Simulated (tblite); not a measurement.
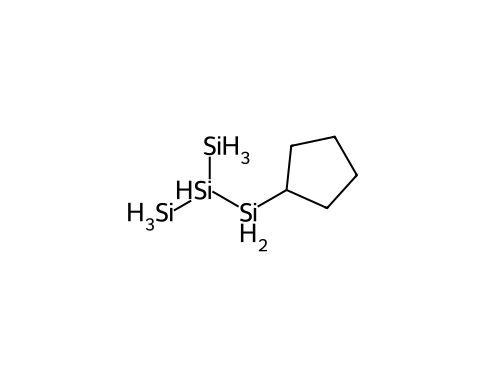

The picture comes from a calculation with tblite.

> Write the SMILES.

[SiH3][SiH]([SiH3])[SiH2]C1CCCC1

> What is the molecular formula?

C5H18Si4.

> An optimisation with GFN2-xTB gave a structure of which point group?

C1. Other conformers may differ.
